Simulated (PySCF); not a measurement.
Input file:

```
{"job": {"kind": "nmr", "xc": "PBE0", "basis": "pcSseg-1"}, "charge": 0, "multiplicity": 1}
C      2.577744     0.775061    -0.497338
Si     1.947351    -0.845476     0.253490
O      0.314966    -0.910323     0.092376
Si    -1.227243    -0.456756     0.183549
C     -2.219781    -1.267614    -1.207299
C     -1.252091     1.462181    -0.117904
F     -0.511786     2.112179     0.828855
F     -2.514520     1.969695    -0.011850
H      2.137515     1.633173     0.004645
H      2.329452     0.850420    -1.553341
H      3.656423     0.859396    -0.408125
H      2.226325    -0.935694     1.685781
H      2.382990    -2.026370    -0.492420
H     -1.713746    -0.692268     1.539054
H     -3.250061    -0.925469    -1.203370
H     -2.228260    -2.346933    -1.095661
H     -1.799925    -1.043963    -2.184905
H     -0.864111     1.795078    -1.091953
```

Run with:

```sh
OMP_NUM_THREADS=1 python probes_run.py task.json out
```

Geometry: GFN2-xTB.

Theory: PBE0/pcSseg-1, SCF density, gas phase, non-relativistic (PySCF 2.14.0).

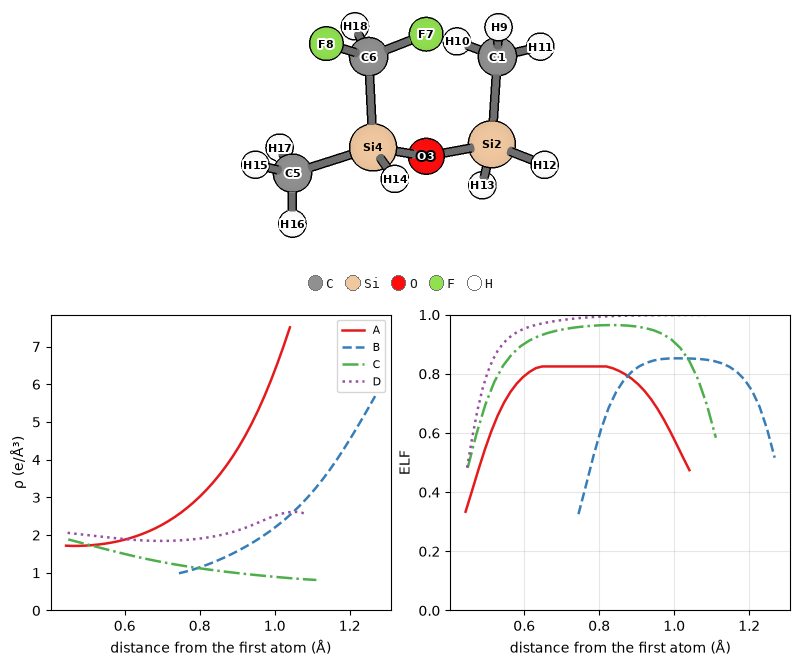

C$_{3}$H$_{10}$F$_{2}$OSi$_{2}$. Total electron density and electron localisation function along straight lines between neighbouring atoms. The curves leave out the atomic cores. The structure is drawn too.

Question: Which curve belongs to which contact (C–F, C–H, C–Si and Si–O)? The first atom named is at distance zero.

Answer: Curve A: C–F (1.36 Å): the density is about 2.2 e/Å³ at the midpoint, with its minimum of 1.7 e/Å³ about 0.5 Å from C; the ELF peaks at about 0.85 between the atoms, as expected for a shared but strongly polarised pair. Curve B: Si–O (1.61 Å): the density is about 1.2 e/Å³ at the midpoint; the ELF peaks at about 0.85 between the atoms; a polar covalent bond. Curve C: C–Si (1.89 Å): the density is about 0.94 e/Å³ at the midpoint; the ELF peaks at about 0.95 between the atoms (a shared electron pair). Curve D: C–H (1.09 Å): the density is about 2 e/Å³ at the midpoint; the ELF climbs to about 1 towards the hydrogen, as it does in any bond to H; a covalent bond by its length.
